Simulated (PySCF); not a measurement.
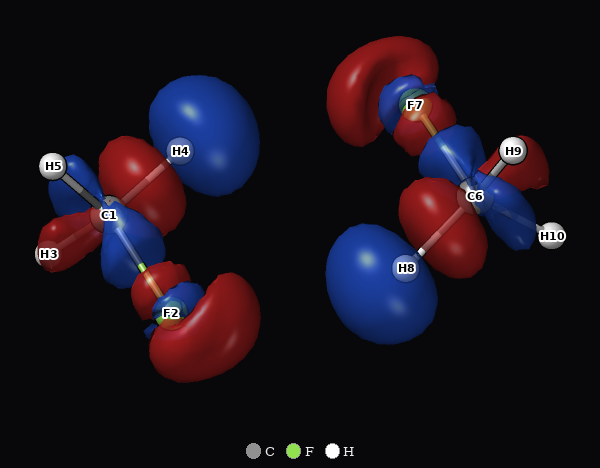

Figure. C$_{2}$H$_{6}$F$_{2}$, SMILES `CF.CF`. Density of the complex less the densities of the two fragments at the same geometry, ±0.003 e/Å³ (red: gain, blue: loss). Fragment A: H3CF (atoms 1–5); fragment B: H3CF.

Level of theory: B3LYP/aug-cc-pVDZ (PySCF), at a geometry from GFN2-xTB.

Q: How is the density rearranged on binding?

A: Hirshfeld charges show almost no net transfer (under 0.005 e). By Hirshfeld charges, electrons gather most on F7 (−0.005 e) and leave H8 most (+0.009 e); 0.04 e is displaced in all, which induces a dipole of 0.01 D.

Q: What is the interaction energy, and which contacts carry it?

A: The counterpoise-corrected interaction energy of the frozen fragments is −1.2 kcal/mol without dispersion correction and −2.1 kcal/mol with D3(BJ). The pair geometry is semi-empirical, not a minimum at this level. Contacts: F2···H8, weak C–H hydrogen bond, 2.52 Å, ρ = 0.007 a.u.; H4···F7, weak C–H hydrogen bond, 2.53 Å, ρ = 0.007 a.u. The pose is a local one from a semi-empirical search, not shown to be the most stable.
